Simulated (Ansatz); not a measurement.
# F2S2 (SMILES FS(F)=S): what the fields show

```yaml
atoms:
  - { symbol: F, position_ang: [-0.6061, 1.2208, 0.4436] }
  - { symbol: F, position_ang: [0.2088, -0.6392, 1.5976] }
  - { symbol: S, position_ang: [-0.9360, -0.3713, 0.4741] }
  - { symbol: S, position_ang: [-0.3450, -1.1088, -1.1318] }
```

Geometry: r2SCAN-D4/def2-TZVP.

Level of theory: Ansatz 0.2.0, isolated molecule in a Gaussian basis; Kohn-Sham density functional theory, functional PBE0.

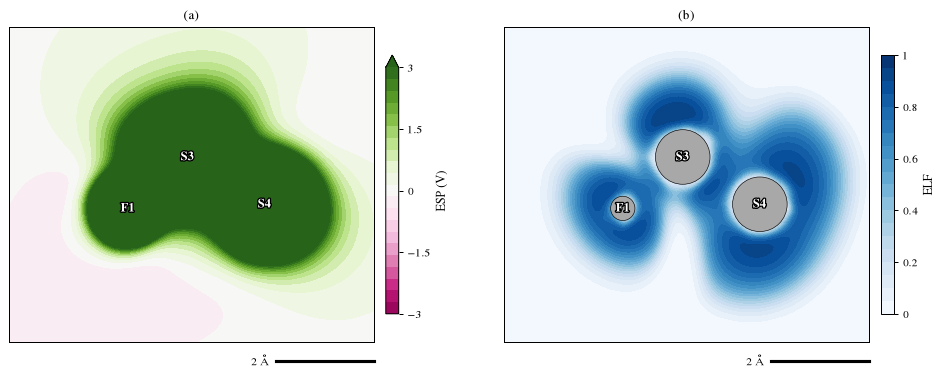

Figure 1. (a) molecular electrostatic potential; (b) ELF on the plane of atoms F1, S3 and S4. Grey discs cover the atomic cores in the ELF map.

What do the fields say about this system?

Atoms in the plane: F and S.
S–F (1.63 Å): the ELF peaks at about 0.80 between the atoms; a shared but strongly polarised pair.
S–S (1.86 Å): the ELF peaks at about 0.85 between the atoms, as expected for localised, covalent bonding.
The ELF also peaks beside S4, F1 and S3, away from the bonds: lone-pair regions.
Outside the dense part of the molecule the potential is most negative (−0.4 V) near F1.

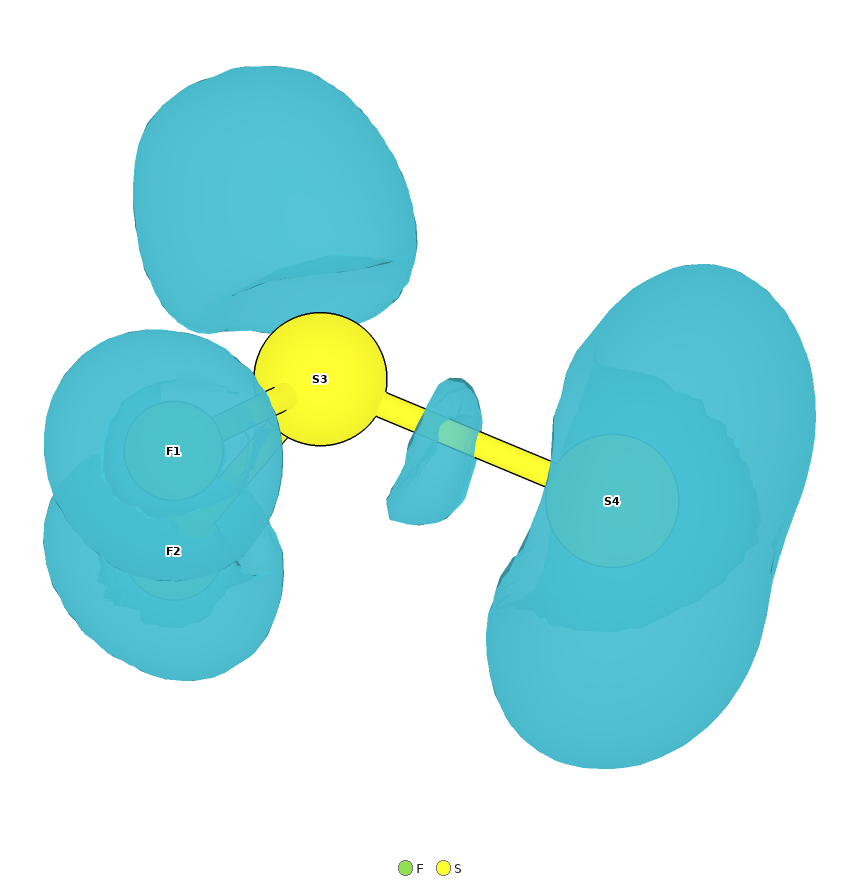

Figure 2. Isosurface of the electron localisation function at 0.8 (cyan), seen from one side. Only the valence region is drawn (cores and ρ < 0.01 e/Å³ removed).

Identify the bonds, lone pairs and shells in this picture.

The surface consists of one region between bonded S–S atoms (shared pairs), one ring or bowl of non-bonding electrons around S, one lobe on S, pointing away from the bonds (lone pairs) and two regions wrapped around F (its lone pairs, merged into a ring or cap).

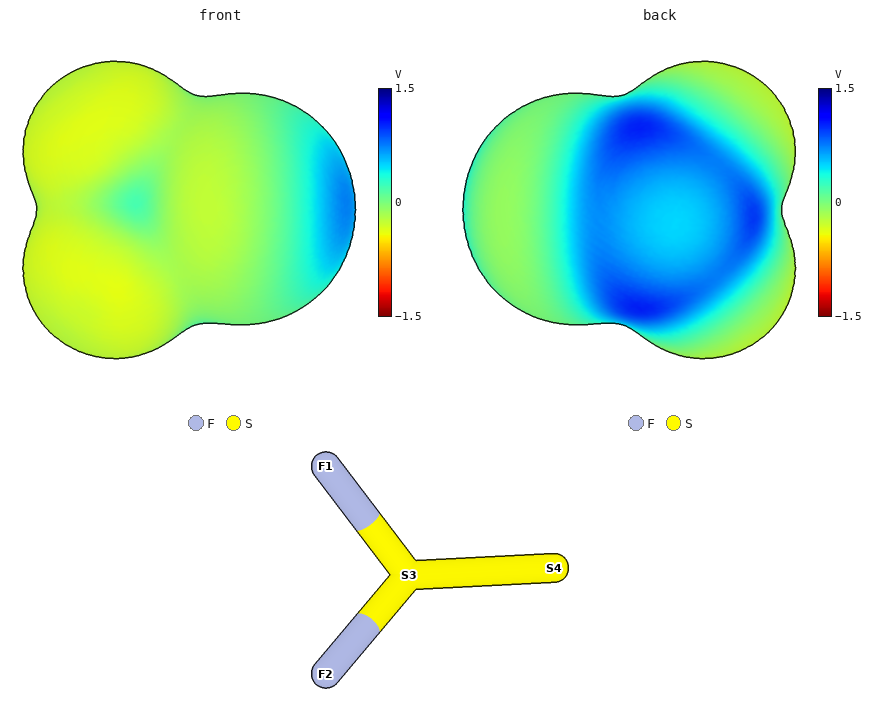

Figure 3. The electrostatic potential painted on the density surface at 0.001 e/bohr³, seen from the front and from behind; the colour scale runs from red (negative) to blue (positive). The bare structure is drawn below in the same view.

Where is the surface potential most negative and most positive?

The most negative region (about −0.4 V) lies over F1 and F2, the most positive (about +1.0 V) over S3.

What dipole moment does the calculation give?

Its dipole moment is 1.05 D.
